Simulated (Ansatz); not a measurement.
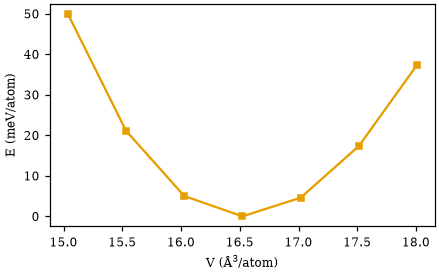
Fig. 1. Cr (diamond, Fd-3m) under volume change, the program Ansatz at the PBE level (PAW), scaled uniformly.

Q: What does a third-order Birch–Murnaghan fit give for V₀, B₀ and B′?

A: V₀ = 16.52 Å³/atom, B₀ = 103 GPa, B′ = 3.8.

The start of the workflow was typed in or built on a structure type; neither database checked (COD, Materials Project) lists it. It is not the phase usual at ambient conditions (space group No. 229). The cell was relaxed with PBE under the symmetry of its start; its stability against distortions is not shown here. The workflow began spin-polarised and lost its moments.

Potentials: the earlier of the program's two PAW sets.
